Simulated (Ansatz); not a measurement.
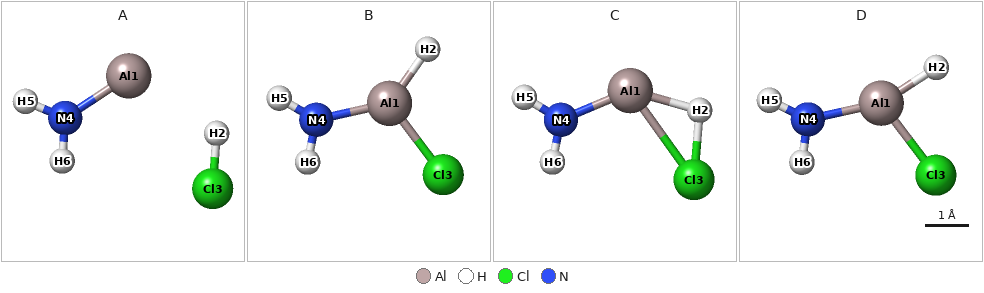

4 geometries from a converged minimum-energy path of AlNH₃Cl, shuffled. A ball-and-stick model, seen face on.

Computed with RKS B3LYP/def2-SVP (Ansatz). Settings: 7 movable images; climbing image; force threshold 0.05 eV/Å; iteration limit 60; starting path through a guess of the saddle point.

Which of them lies highest in energy?

C. In order along the path, whose images run from 0 to 8: B (image 1, +3.5 kcal/mol), D (image 2, +19.0 kcal/mol), C (image 4, +70.4 kcal/mol), A (image 6, +59.9 kcal/mol). Breaking: Al1–Cl3 (2.12 → 2.59 at the top → 3.54 Å), Al1–H2 (1.57 → 1.71 at the top → 3.41 Å). Forming: H2–Cl3 (3.21 → 1.64 at the top → 1.29 Å).

Cost: 7.9 min on 1 thread of Arm Neoverse N1 (shared host), peak memory 0.12 GiB.
